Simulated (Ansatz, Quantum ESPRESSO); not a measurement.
# The work function of Ba(110), 5 layers, level by level, part 2 of 6

How much energy does it take to lift an electron out of Ba(110), 5 layers, and how far do the settings matter?

Quantum ESPRESSO 7.5; plane-wave DFT, PBE, GBRV ultrasoft pseudopotentials; cross-check by Ansatz 0.2.0 with PAW datasets.

So far. Step 2 (Relaxation with pw.x):  On the free atoms the largest force ends at 0.025 eV/Å.

## Step 3: Self-consistent run

One self-consistent run gives the Fermi level and the density from which pp.x builds the potential.

Input file scf.in:

```
&control
  prefix = 'scf'
  outdir = './out'
  pseudo_dir = './pseudo'
  calculation = 'scf'
  tprnfor = .true.
/
&system
  ibrav = 0
  nat = 5
  ntyp = 1
  ecutwfc = 40
  ecutrho = 200
  occupations = 'smearing'
  smearing = 'mv'
  degauss = 0.02
/
&electrons
  conv_thr = 1e-07
  mixing_beta = 0.4
  electron_maxstep = 120
  mixing_mode = 'local-TF'
/
ATOMIC_SPECIES
  Ba  137.3270  ba_pbe_v1.uspp.F.UPF
CELL_PARAMETERS angstrom
  3.54967604155647 -2.51000000000000 0.00000000000000
  3.54967604155647 2.51000000000000 0.00000000000000
  0.00000000000000 0.00000000000000 30.19870416622587
ATOMIC_POSITIONS crystal
  Ba  0.000000000000 0.000000000000 0.265504137700
  Ba  0.500000000000 0.500000000000 0.381787295500
  Ba  0.000000000000 0.000000000000 0.500000000000
  Ba  0.500000000000 0.500000000000 0.618212704500
  Ba  0.000000000000 0.000000000000 0.734495862300
K_POINTS automatic
  8 8 1 0 0 0
```

Run with:

```sh
> OMP_NUM_THREADS=1 mpirun -n 4 pw.x -nk 4 -in scf.in > scf.out
```

The program printed:

```text
[banner, memory and clock lines left out]
Program PWSCF v.7.5 starts
[citation notice left out]

[...]
Message from routine setup:
[...]
bravais-lattice index     =            0
     lattice parameter (alat)  =       8.2155  a.u.
     unit-cell volume          =    3631.4272 (a.u.)^3
     number of atoms/cell      =            5
     number of atomic types    =            1
     number of electrons       =        50.00
     number of Kohn-Sham states=           30
     kinetic-energy cutoff     =      40.0000  Ry
     charge density cutoff     =     200.0000  Ry
     scf convergence threshold =      1.0E-07
     mixing beta               =       0.4000
     number of iterations used =            8  local-TF  mixing
     Exchange-correlation= SLA  PW   PBE  PBE
                           (   1   4   3   4   0   0   0)

[...]
PseudoPot. # 1 for Ba read from file:
     ./pseudo/ba_pbe_v1.uspp.F.UPF
     Pseudo is Ultrasoft + core correction, Zval = 10.0
     Generated by new atomic code, or converted to UPF format
     Using radial grid of  907 points,  7 beta functions with:
                l(1) =   0
                l(2) =   0
                l(3) =   1
                l(4) =   1
                l(5) =   2
                l(6) =   2
                l(7) =   3
     Q(r) pseudized with  6 coefficients,  rinner =    1.700   1.700   1.700
                                                       1.700   1.700   1.700
                                                       1.700

     atomic species   valence    mass     pseudopotential
     Ba               10.00   137.32700     Ba( 1.00)

      8 Sym. Ops., with inversion, found

[...]
number of k points=    21  Marzari-Vanderbilt smearing, width (Ry)=  0.0200
[...]
Dense  grid:   173715 G-vectors     FFT dimensions: (  40,  40, 270)

     Smooth grid:   124133 G-vectors     FFT dimensions: (  36,  36, 240)

     Check: negative core charge=   -0.000001

     Initial potential from superposition of free atoms

     starting charge      49.9250, renormalised to      50.0000

     negative rho (up, down):  4.724E-01 0.000E+00
     Starting wfcs are   65 randomized atomic wfcs

     per-process dynamical memory:   158.3 Mb

     Self-consistent Calculation

     iteration #  1     ecut=    40.00 Ry     beta= 0.40
     Davidson diagonalization with overlap
     ethr =  1.00E-02,  avg # of iterations =  1.8

     negative rho (up, down):  4.605E-01 0.000E+00

     total energy              =    -351.37660114 Ry
     estimated scf accuracy    <       0.79052441 Ry

     iteration #  2     ecut=    40.00 Ry     beta= 0.40
[...]
negative rho (up, down):  4.168E-01 0.000E+00

[...]
total energy              =    -351.29346093 Ry
     estimated scf accuracy    <       0.57457608 Ry

     iteration #  3     ecut=    40.00 Ry     beta= 0.40
[...]
negative rho (up, down):  4.453E-01 0.000E+00

[...]
total energy              =    -351.33636812 Ry
     estimated scf accuracy    <       0.11522032 Ry

     iteration #  4     ecut=    40.00 Ry     beta= 0.40
[...]
negative rho (up, down):  4.445E-01 0.000E+00

[...]
total energy              =    -351.34831914 Ry
     estimated scf accuracy    <       0.07531710 Ry

     iteration #  5     ecut=    40.00 Ry     beta= 0.40
[...]
negative rho (up, down):  4.444E-01 0.000E+00

[...]
total energy              =    -351.33954397 Ry
     estimated scf accuracy    <       0.06278143 Ry

     iteration #  6     ecut=    40.00 Ry     beta= 0.40
[...]
negative rho (up, down):  4.389E-01 0.000E+00

[...]
total energy              =    -351.34133739 Ry
     estimated scf accuracy    <       0.01443115 Ry

[...]
iteration # 15     ecut=    40.00 Ry     beta= 0.40
[...]
negative rho (up, down):  4.412E-01 0.000E+00

[...]
total energy              =    -351.34087962 Ry
     estimated scf accuracy    <       0.00002139 Ry

     iteration # 16     ecut=    40.00 Ry     beta= 0.40
[...]
negative rho (up, down):  4.411E-01 0.000E+00

[...]
total energy              =    -351.34088208 Ry
     estimated scf accuracy    <       0.00000109 Ry

     iteration # 17     ecut=    40.00 Ry     beta= 0.40
[...]
negative rho (up, down):  4.411E-01 0.000E+00

[...]
total energy              =    -351.34088205 Ry
     estimated scf accuracy    <       0.00000177 Ry

     iteration # 18     ecut=    40.00 Ry     beta= 0.40
[...]
negative rho (up, down):  4.411E-01 0.000E+00

[...]
End of self-consistent calculation

          k = 0.0000 0.0000 0.0000 ( 15567 PWs)   bands (ev):

   -26.7000 -26.7000 -26.3390 -26.2742 -26.2709 -11.9776 -11.9750 -11.6921
   -11.6920 -11.6493 -11.6366 -11.6366 -11.4521 -11.4033 -11.3333 -11.3161
   -11.3064 -11.2881 -11.2463 -11.2463  -0.0809   0.2226   0.6938   1.2185
     1.5681   2.9695   2.9749   3.2600   3.3377   3.5821

          k = 0.0765 0.1083 0.0000 ( 15556 PWs)   bands (ev):

   -26.6969 -26.6969 -26.3354 -26.2711 -26.2683 -11.9690 -11.9676 -11.7309
   -11.7282 -11.6556 -11.6550 -11.6343 -11.4771 -11.4021 -11.3643 -11.3359
   -11.3163 -11.3135 -11.2666 -11.2644   0.1309   0.4252   0.8875   1.4143
     1.7789   3.0065   3.0067   3.2518   3.3044   3.4812

[...]
the Fermi energy is     2.5543 ev

!    total energy              =    -351.34088207 Ry
     estimated scf accuracy    <       0.00000007 Ry
     smearing contrib. (-TS)   =       0.00273088 Ry
     internal energy E=F+TS    =    -351.34361295 Ry

     The total energy is F=E-TS. E is the sum of the following terms:
     one-electron contribution =    -898.07371682 Ry
     hartree contribution      =     453.38456138 Ry
     xc contribution           =    -137.95209398 Ry
     ewald contribution        =     231.29763647 Ry

     convergence has been achieved in  18 iterations

     negative rho (up, down):  4.411E-01 0.000E+00

     Forces acting on atoms (cartesian axes, Ry/au):

     atom    1 type  1   force =     0.00000000    0.00000000    0.00088289
     atom    2 type  1   force =     0.00000000    0.00000000   -0.00075273
     atom    3 type  1   force =     0.00000000    0.00000000    0.00000000
     atom    4 type  1   force =     0.00000000    0.00000000    0.00075273
     atom    5 type  1   force =     0.00000000    0.00000000   -0.00088289

     Total force =     0.001641     Total SCF correction =     0.000656
     SCF correction compared to forces is large: reduce conv_thr to get better values

[...]
```

Wall time 3.6 min (4 MPI ranks of Arm Neoverse N1, shared host); peak memory 1.6 GiB; 14 min of CPU time.

The program's own clock; routines nest. Time by routine:

| routine | wall time (s) | calls |
| --- | --- | --- |
| PWSCF | 213.7 | 1 |
| electrons | 203.8 | 1 |
| c_bands | 138.2 | 18 |
| cegterg | 117.1 | 108 |
| h_psi | 94.11 | 506 |
| fftw | 80.29 | 18682 |
| vloc_psi | 73.45 | 506 |
| sum_band | 30.74 | 18 |
| mix_rho | 20.08 | 18 |
| calbec | 15.05 | 638 |
| ffts | 12.06 | 1646 |
| newd | 10.35 | 19 |
| add_vuspsi | 10.21 | 506 |
| h_psi:calbec | 10.19 | 506 |

The run needed 18 iterations to bring the estimated error under 1e-07 Ry; the largest force on any atom, held or free, is 0.02 eV/Å.

## Step 4: Potential by pp.x

The vacuum level is read from the electrostatic potential (plot_num = 11), averaged over planes.

Input file pot.in:

```
&inputpp
  prefix = 'scf'
  outdir = './out'
  filplot = 'pot.dat'
  plot_num = 11
/
```

Run with:

```sh
> OMP_NUM_THREADS=1 mpirun -n 4 pp.x -in pot.in > pot.out
```

The program printed:

```text
[banner, memory and clock lines left out]
Program POST-PROC v.7.5 starts

          URL

     ./out/scf.save/

     IMPORTANT: XC functional enforced from input :
     Exchange-correlation= PBE
                           (   1   4   3   4   0   0   0)
     Any further DFT definition will be discarded
     Please, verify this is what you really want

     Check: negative core charge=   -0.000001

     negative rho (up, down):  4.411E-01 0.000E+00

     Calling punch_plot, plot_num =  11
     Writing data to file  pot.dat
     Message from routine chdens:
     namelist plot not found or invalid, exiting
```

Wall time 1.7 s (4 MPI ranks); peak memory 0.28 GiB; 6.6 s of CPU time.

Read from the output:

```
work function of the upper face                                       : 2.407 eV
slope of the potential above                                          : 0.005623 eV/Å
upper vacuum line continued to the top atoms, over the Fermi level    : 2.377 eV
work function of the lower face                                       : 2.407 eV
slope of the potential below                                          : -0.003693 eV/Å
lower vacuum line continued to the bottom atoms, over the Fermi level : 2.387 eV
```

The potential energy, planar mean oscillates, so the rows of the table below give means over windows of 3.58 Å about each position, cut where the curve ends. Its maxima inside the range that stand out by 2 % of the span (Å: eV): 9.7: 1.41, 13.3: 1.48, 16.9: 1.48, 20.5: 1.41. Its minima: 7.9: -6.16, 11.5: -6.00, 15.1: -6.04, 18.7: -6.00, 22.3: -6.16.

Electrostatic potential energy of an electron; zero at the Fermi level. Table of potential energy, planar mean by z; means over each step:

| z (Å) | potential energy, planar mean (eV) |
| --- | --- |
| 1.79 | 2.41 |
| 5.37 | 1.53 |
| 8.95 | -2.27 |
| 12.53 | -2.10 |
| 16.11 | -2.12 |
| 19.69 | -2.18 |
| 23.27 | -1.72 |
| 26.85 | 2.38 |

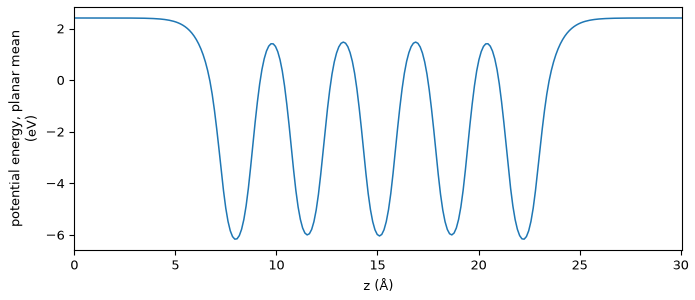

Potential energy, planar mean against z.

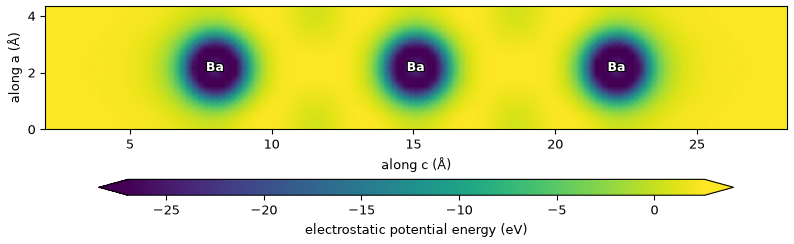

Electrostatic potential energy in the ca plane at fractional y = 0.000, with atoms of Ba within 0.2 Å of it. With pseudopotentials it is smooth inside the atoms' cores, unlike the true potential. The map starts off the cell's origin, so that atoms lie inside it. The far vacuum is left out of the map.

A straight line through the vacuum has a slope of 6 meV/Å; the tail of the density may enter that fit.

## Step 5: Macroscopic average

A running mean over one period damps the atomic wiggles and leaves the mean of this pseudopotential's potential.

Input file avg.in:

```
1
pot.dat
1.0
340
3
6.7079155497
```

Run with:

```sh
> OMP_NUM_THREADS=1 average.x < avg.in > avg.out
```

The program printed:

```text
[banner, memory and clock lines left out]
Program AVERAGE v.7.5 starts

          URL

     Reading header from file  pot.dat
     Reading data from file  pot.dat
     Output written to file avg.dat

[...]
```

Wall time 0.66 s (1 MPI rank); peak memory 0.12 GiB.

Read from the output:

| Quantity | Value |
| --- | --- |
| average.x's running mean inside the slab, on the run's own zero | 0.4486 eV |
| mean potential by an exact Fourier window inside the slab, on the run's own zero | 0.4450 eV |

The potential energy (planar mean) oscillates, so the rows of the table below give means over windows of 3.55 Å about each position, cut where the curve ends. Its maxima inside the range that stand out by 2 % of the span (Å: eV): 9.8: 1.42, 13.3: 1.48, 16.9: 1.48, 20.4: 1.42. Its minima: 8.0: -6.17, 11.5: -6.00, 15.1: -6.04, 18.7: -6.00, 22.2: -6.17.

Electrostatic potential energy of an electron; zero at the Fermi level; window 3.5497 Å. The potential energy by z; means over each step:

| z (Å) | planar mean (eV) | running mean (eV) |
| --- | --- | --- |
| 1.77 | 2.41 | 2.40 |
| 5.32 | 1.61 | 0.996 |
| 8.87 | -2.27 | -2.26 |
| 12.42 | -2.10 | -2.11 |
| 15.97 | -2.12 | -2.12 |
| 19.52 | -2.15 | -2.17 |
| 23.07 | -2.01 | -1.30 |
| 26.62 | 2.37 | 2.27 |

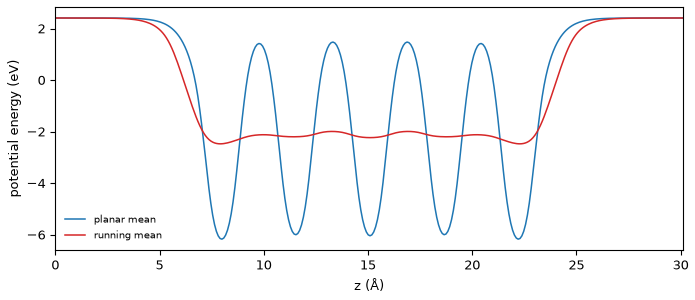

Potential energy, plotted against z.

Where the running mean is not flat inside, average.x's window, rounded to the grid, doesn't match the spacings there.

## Step 6: Valence density

The density shows how far the electrons spill into the vacuum.

Input file rho.in:

```
&inputpp
  prefix = 'scf'
  outdir = './out'
  filplot = 'rho.dat'
  plot_num = 0
/
```

Run with:

```sh
> OMP_NUM_THREADS=1 mpirun -n 4 pp.x -in rho.in > rho.out
```

The program printed:

```text
[banner, memory and clock lines left out]
Program POST-PROC v.7.5 starts

          URL

     ./out/scf.save/

     IMPORTANT: XC functional enforced from input :
     Exchange-correlation= PBE
                           (   1   4   3   4   0   0   0)
     Any further DFT definition will be discarded
     Please, verify this is what you really want

     Check: negative core charge=   -0.000001

     negative rho (up, down):  4.411E-01 0.000E+00

     Calling punch_plot, plot_num =   0
     Writing data to file  rho.dat
     Message from routine chdens:
     namelist plot not found or invalid, exiting
```

Wall time 1.7 s (4 MPI ranks); peak memory 0.27 GiB.

Numbers from this step:

* electrons by integration: 50.00 e

The valence density, planar mean oscillates, so the rows of the table below give means over windows of 3.52 Å about each position, cut where the curve ends. Its maxima inside the range that stand out by 2 % of the span (Å: e/Å³): 7.7: 0.287, 8.4: 0.287, 11.2: 0.286, 11.9: 0.285, 14.8: 0.286, 15.4: 0.286, 18.3: 0.285, 19.0: 0.286, 21.8: 0.287, 22.5: 0.287. Its minima: 8.1: 0.273, 9.7: 0.0424, 11.5: 0.270, 13.3: 0.0399, 15.1: 0.270, 16.9: 0.0399, 18.7: 0.270, 20.5: 0.0424, 22.1: 0.273.

Mean over planes. Valence density, planar mean against z; means over each step:

| z (Å) | valence density, planar mean (e/Å³) |
| --- | --- |
| 1.76 | 3.0e-5 |
| 5.28 | 0.0131 |
| 8.80 | 0.160 |
| 12.32 | 0.158 |
| 15.84 | 0.158 |
| 19.36 | 0.160 |
| 22.88 | 0.147 |
| 26.40 | 0.00100 |
| 29.92 | 3.6e-6 |

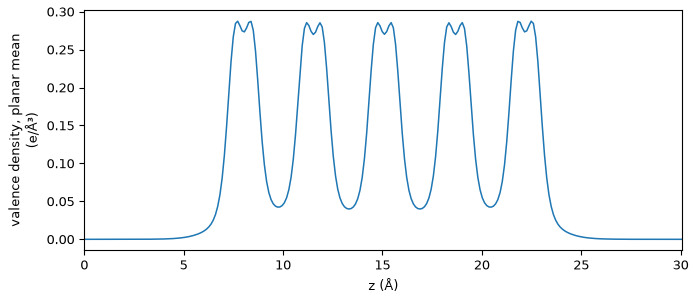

Valence density, planar mean, plotted against z.

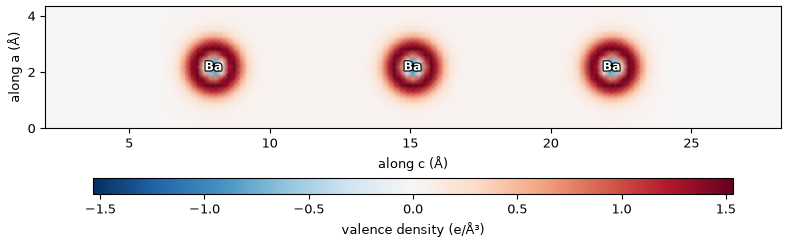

Valence density in the ca plane at fractional y = 0.000, with atoms of Ba within 0.2 Å of it. It is the smooth field of the valence electrons, not physical close to the nuclei. The map starts off the cell's origin, so that atoms lie inside it. The far vacuum is left out of the map.

The density integrates to 50.000 electrons, as the 50 of the input ask.

## Step 7: Projected density of states

Projections on atomic orbitals tell which layers and orbitals hold the states near the zero of energy.

Input file pdos.in:

```
&projwfc
  prefix = 'scf'
  outdir = './out'
  filpdos = 'pdos'
  Emin = -5.446
  Emax = 6.554
  DeltaE = 0.1
  ngauss = 0
  degauss = 0.01
/
```

Run with:

```sh
> OMP_NUM_THREADS=1 mpirun -n 4 projwfc.x -in pdos.in > pdos.out
```

The program printed:

```text
[banner, memory and clock lines left out]
Program PROJWFC v.7.5 starts

          URL

     ./out/scf.save/

     IMPORTANT: XC functional enforced from input :
     Exchange-correlation= PBE
                           (   1   4   3   4   0   0   0)
     Any further DFT definition will be discarded
     Please, verify this is what you really want

     Check: negative core charge=   -0.000001

     negative rho (up, down):  4.411E-01 0.000E+00

     Gaussian broadening (read from input): ngauss,degauss=   0    0.010000

     Calling projwave ....
     one sub-group per band group will be used

     linear algebra parallelized on   4 procs

  Problem Sizes
  natomwfc =           65
  nx       =           33
  nbnd     =           30
  nkstot   =           21
  npwx     =         3984
  nkb      =          125

     Atomic states used for projection
     (read from pseudopotential files):

     state #   1: atom   1 (Ba ), wfc  1 (l=0 m= 1)
     state #   2: atom   1 (Ba ), wfc  2 (l=1 m= 1)
     state #   3: atom   1 (Ba ), wfc  2 (l=1 m= 2)
     state #   4: atom   1 (Ba ), wfc  2 (l=1 m= 3)
     state #   5: atom   1 (Ba ), wfc  3 (l=2 m= 1)
     state #   6: atom   1 (Ba ), wfc  3 (l=2 m= 2)
     state #   7: atom   1 (Ba ), wfc  3 (l=2 m= 3)
     state #   8: atom   1 (Ba ), wfc  3 (l=2 m= 4)
     state #   9: atom   1 (Ba ), wfc  3 (l=2 m= 5)
     state #  10: atom   1 (Ba ), wfc  4 (l=0 m= 1)
     state #  11: atom   1 (Ba ), wfc  5 (l=1 m= 1)
     state #  12: atom   1 (Ba ), wfc  5 (l=1 m= 2)
     state #  13: atom   1 (Ba ), wfc  5 (l=1 m= 3)
     state #  14: atom   2 (Ba ), wfc  1 (l=0 m= 1)
     state #  15: atom   2 (Ba ), wfc  2 (l=1 m= 1)
     state #  16: atom   2 (Ba ), wfc  2 (l=1 m= 2)
     state #  17: atom   2 (Ba ), wfc  2 (l=1 m= 3)
     state #  18: atom   2 (Ba ), wfc  3 (l=2 m= 1)
     state #  19: atom   2 (Ba ), wfc  3 (l=2 m= 2)
     state #  20: atom   2 (Ba ), wfc  3 (l=2 m= 3)
     state #  21: atom   2 (Ba ), wfc  3 (l=2 m= 4)
     state #  22: atom   2 (Ba ), wfc  3 (l=2 m= 5)
     state #  23: atom   2 (Ba ), wfc  4 (l=0 m= 1)
     state #  24: atom   2 (Ba ), wfc  5 (l=1 m= 1)
     state #  25: atom   2 (Ba ), wfc  5 (l=1 m= 2)
     state #  26: atom   2 (Ba ), wfc  5 (l=1 m= 3)
     state #  27: atom   3 (Ba ), wfc  1 (l=0 m= 1)
     state #  28: atom   3 (Ba ), wfc  2 (l=1 m= 1)
     state #  29: atom   3 (Ba ), wfc  2 (l=1 m= 2)
     state #  30: atom   3 (Ba ), wfc  2 (l=1 m= 3)
     state #  31: atom   3 (Ba ), wfc  3 (l=2 m= 1)
     state #  32: atom   3 (Ba ), wfc  3 (l=2 m= 2)
     state #  33: atom   3 (Ba ), wfc  3 (l=2 m= 3)
     state #  34: atom   3 (Ba ), wfc  3 (l=2 m= 4)
     state #  35: atom   3 (Ba ), wfc  3 (l=2 m= 5)
     state #  36: atom   3 (Ba ), wfc  4 (l=0 m= 1)
     state #  37: atom   3 (Ba ), wfc  5 (l=1 m= 1)
     state #  38: atom   3 (Ba ), wfc  5 (l=1 m= 2)
     state #  39: atom   3 (Ba ), wfc  5 (l=1 m= 3)
     state #  40: atom   4 (Ba ), wfc  1 (l=0 m= 1)
     state #  41: atom   4 (Ba ), wfc  2 (l=1 m= 1)
     state #  42: atom   4 (Ba ), wfc  2 (l=1 m= 2)
     state #  43: atom   4 (Ba ), wfc  2 (l=1 m= 3)
     state #  44: atom   4 (Ba ), wfc  3 (l=2 m= 1)
     state #  45: atom   4 (Ba ), wfc  3 (l=2 m= 2)
     state #  46: atom   4 (Ba ), wfc  3 (l=2 m= 3)
     state #  47: atom   4 (Ba ), wfc  3 (l=2 m= 4)
     state #  48: atom   4 (Ba ), wfc  3 (l=2 m= 5)
     state #  49: atom   4 (Ba ), wfc  4 (l=0 m= 1)
     state #  50: atom   4 (Ba ), wfc  5 (l=1 m= 1)
     state #  51: atom   4 (Ba ), wfc  5 (l=1 m= 2)
     state #  52: atom   4 (Ba ), wfc  5 (l=1 m= 3)
     state #  53: atom   5 (Ba ), wfc  1 (l=0 m= 1)
     state #  54: atom   5 (Ba ), wfc  2 (l=1 m= 1)
     state #  55: atom   5 (Ba ), wfc  2 (l=1 m= 2)
     state #  56: atom   5 (Ba ), wfc  2 (l=1 m= 3)
     state #  57: atom   5 (Ba ), wfc  3 (l=2 m= 1)
     state #  58: atom   5 (Ba ), wfc  3 (l=2 m= 2)
     state #  59: atom   5 (Ba ), wfc  3 (l=2 m= 3)
     state #  60: atom   5 (Ba ), wfc  3 (l=2 m= 4)
     state #  61: atom   5 (Ba ), wfc  3 (l=2 m= 5)
     state #  62: atom   5 (Ba ), wfc  4 (l=0 m= 1)
     state #  63: atom   5 (Ba ), wfc  5 (l=1 m= 1)
     state #  64: atom   5 (Ba ), wfc  5 (l=1 m= 2)
     state #  65: atom   5 (Ba ), wfc  5 (l=1 m= 3)

[... projections of each state ...]
Lowdin Charges:

     Atom #   1: total charge =   9.9727, s =  2.4926,
     Atom #   1: total charge =   9.9727, p =  6.5324, pz=  2.1270, px=  2.2064, py=  2.1990,
     Atom #   1: total charge =   9.9727, d =  0.9477, dz2=  0.1231, dxz=  0.1836, dyz=  0.1202, dx2-y2=  0.3010, dxy=  0.2198,
     Atom #   2: total charge =  10.0220, s =  2.3710,
     Atom #   2: total charge =  10.0220, p =  6.5564, pz=  2.1854, px=  2.1826, py=  2.1884,
     Atom #   2: total charge =  10.0220, d =  1.0946, dz2=  0.1957, dxz=  0.2961, dyz=  0.1751, dx2-y2=  0.2571, dxy=  0.1704,
     Atom #   3: total charge =   9.9884, s =  2.3777,
     Atom #   3: total charge =   9.9884, p =  6.5490, pz=  2.1819, px=  2.1851, py=  2.1820,
     Atom #   3: total charge =   9.9884, d =  1.0617, dz2=  0.1985, dxz=  0.2687, dyz=  0.1660, dx2-y2=  0.2531, dxy=  0.1754,
     Atom #   4: total charge =  10.0220, s =  2.3710,
     Atom #   4: total charge =  10.0220, p =  6.5564, pz=  2.1854, px=  2.1826, py=  2.1884,
     Atom #   4: total charge =  10.0220, d =  1.0946, dz2=  0.1957, dxz=  0.2961, dyz=  0.1751, dx2-y2=  0.2571, dxy=  0.1704,
     Atom #   5: total charge =   9.9727, s =  2.4926,
     Atom #   5: total charge =   9.9727, p =  6.5324, pz=  2.1270, px=  2.2064, py=  2.1990,
     Atom #   5: total charge =   9.9727, d =  0.9477, dz2=  0.1231, dxz=  0.1836, dyz=  0.1202, dx2-y2=  0.3010, dxy=  0.2198,
     Spilling Parameter:   0.0004
```

Wall time 3.4 s (4 MPI ranks); peak memory 0.27 GiB.

Read from the output:

| Quantity | Value |
| --- | --- |
| spilling of the projection | 4.00e-4 |

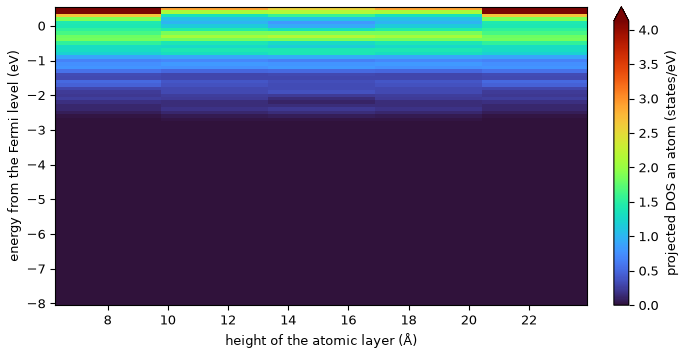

Projected DOS an atom over height of the atomic layer and energy from the Fermi level. Columns are the atomic layers from the bottom up.

The atomic orbitals miss 0.0 % of the occupied states; for empty states the projections can miss much more.

[end of part 2 of 6]

[Logs are printed without paths, hosts, clocks, repeated set-up lines and the standing remarks that a program may print on its own settings, such as how far it seeks lower states.]

[Hosts, paths, dates, database ids (printed as entryN), source tags and the programs' standing remarks are cut or masked in the printed files.]

[Maps of the electrostatic potential energy from Ansatz leave out the sawtooth potential of an applied field or a dipole correction, so their vacuum need not be flat; planar profiles and work functions include it.]
